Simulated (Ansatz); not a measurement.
## Electronic structure of F$_{2}$Ge$_{2}$H (charge +1) in real space

Input file:

```
crystal:
  periodic: [false, false, false]
  atoms:
    - {symbol: F, position_ang: [-0.670179, -0.478115, 0.793624]}
    - {symbol: F, position_ang: [1.382654, 0.822119, 0.543184]}
    - {symbol: Ge, position_ang: [0.197607, 0.115617, -0.916454]}
    - {symbol: Ge, position_ang: [1.175895, -0.978501, 1.406430]}
    - {symbol: H, position_ang: [1.187452, -1.345640, -0.396542]}
basis:
  gaussian: {orbitals: def2-TZVPD}
total_charge: 1
hamiltonian: {xc: pbe0}
output: {forces: true, orbitals: {seedname: orbitals}}
```

Launched as:

```sh
ansatz run input.yaml --threads 2 --pin off --max-ram 4350MiB --events-out events.jsonl --progress --plain --runs-dir runs
```

Geometry: BLYP-D3(BJ)/def2-SVP.

All numbers below come from isolated molecule in a Gaussian basis; Kohn-Sham density functional theory, functional PBE0 (Ansatz).

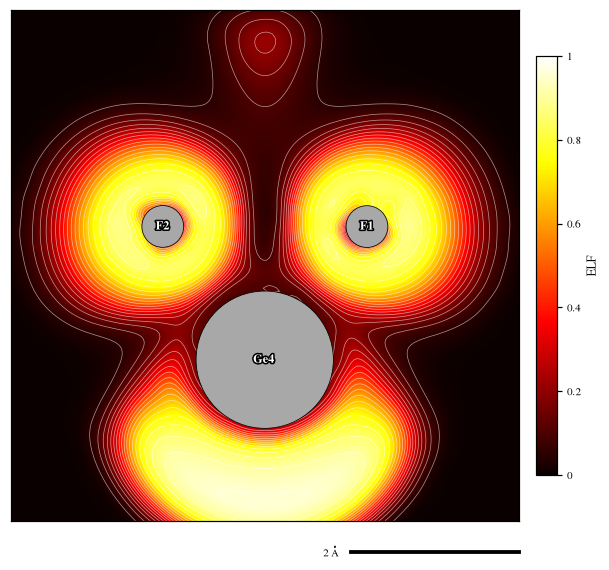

Figure 1. ELF on the plane of atoms F1, Ge4 and F2. Grey discs cover the atomic cores.

Question: What does the map show?

Answer: The plane passes through F and Ge nuclei.
Ge–F (2.01 Å): the ELF peaks at about 0.85 in the valence shell of F, 0.5 Å from its nucleus, and is about 0.25 at the midpoint.
The ELF also peaks beside F1 and F2, away from the bonds: lone-pair regions.

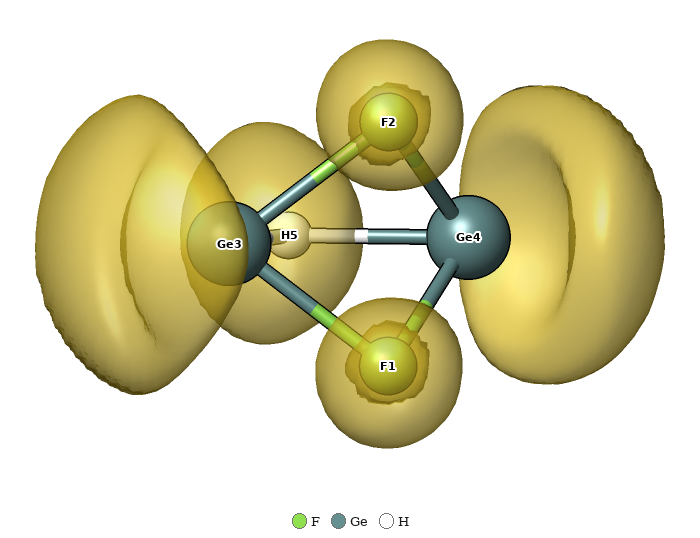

Figure 2. Isosurface of the electron localisation function at 0.75 (yellow), seen at a tilt. Only the valence region is drawn (cores and ρ < 0.01 e/Å³ removed).

Question: What do the ELF domains correspond to?

Answer: At this value the surface marks out one region around a hydrogen nucleus, two lobes on Ge, pointing away from the bonds (lone pairs) and two regions wrapped around F (the valence shell of each). Profiles from the grid: Ge–H (1.84 Å): the ELF climbs to about 1 towards the hydrogen.

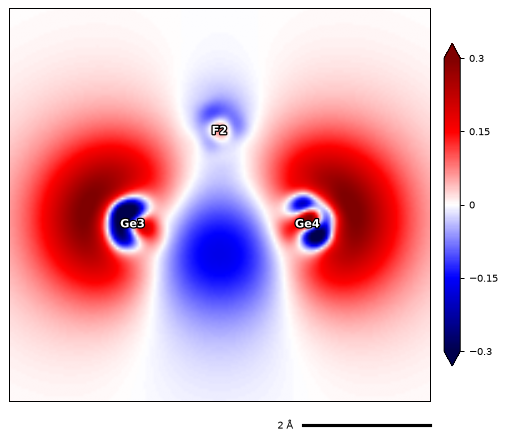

Figure 3. One frontier orbital on the plane of atoms Ge3, F2 and Ge4 (values in Å⁻³ᐟ²; the overall sign is arbitrary).

Question: Which orbital is it: HOMO or LUMO?

Answer: The HOMO, at −14.15 eV. By Hirshfeld shares it lies mainly on Ge4 (about 35 %), Ge3 (about 35 %) and H5 (about 20 %).
